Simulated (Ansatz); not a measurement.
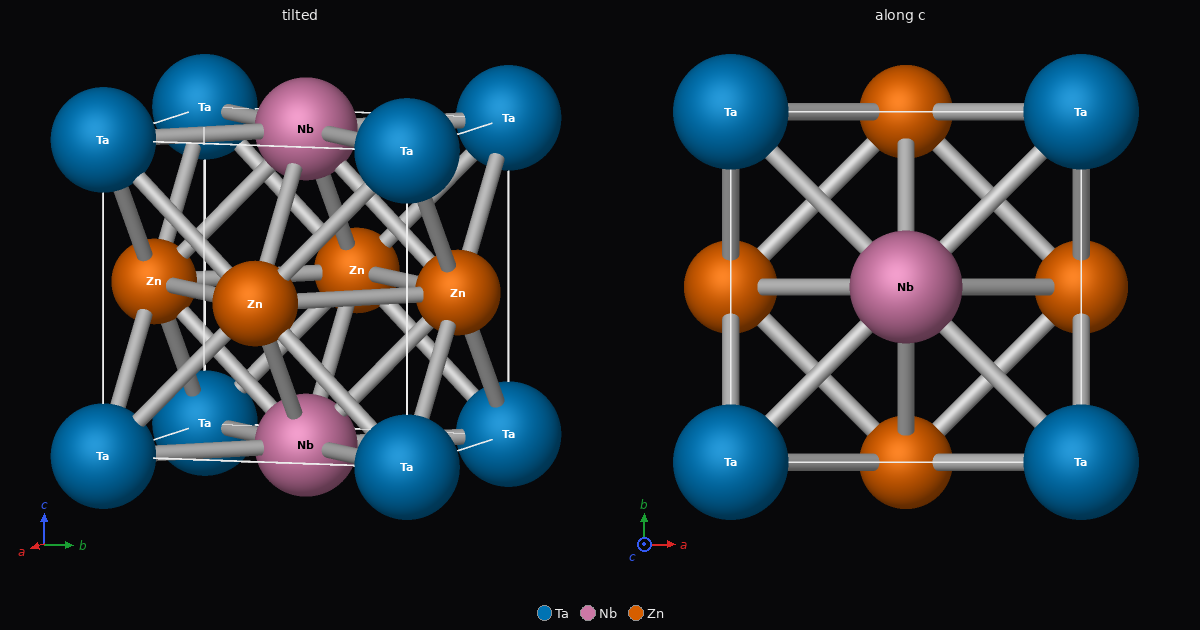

We look at a ball-and-stick model of the crystal slightly off an axis and along the c axis. The conventional unit cell is outlined; an atom on or near a face, edge or corner is repeated at each equivalent position.

TaNbZn$_{2}$, space group P4/mmm (No. 123), a = 4.018 Å, b = 4.018 Å, c = 3.994 Å, α = 90.00°, β = 90.00°, γ = 90.00°. Starting structure: a structure type filled with these elements by a generator (whether the compound takes this form wasn't checked). Earlier steps of the study may have refined or changed the cell and positions. It went into a calculation with Ansatz.

This one geometry was computed with Ansatz (DFT, plane waves, PAW) at three levels of theory: r2SCAN, LDA and PBE.

> Which level gives the highest pressure at this volume, and what does that say about its equilibrium volume?

Highest: PBE (0.0 GPa), which points to the largest equilibrium volume. Lowest, with the smallest volume: LDA (-10.5 GPa). Levels within 0.5 GPa of each other can't be told apart.

> How does the band gap change with the level of theory?

All levels give a metal.

> Collect the results in a table.

| level | cutoff (eV) | k-mesh of the run's cell | gap (eV) | pressure (GPa) |
| --- | --- | --- | --- | --- |
| r2SCAN | 500 | 12×12×12 | metal | -3.2 |
| LDA | 420 | 12×12×12 | metal | -10.5 |
| PBE | 420 | 12×12×12 | metal | 0.0 |

Gaps are taken on the k-mesh or band path of each run.
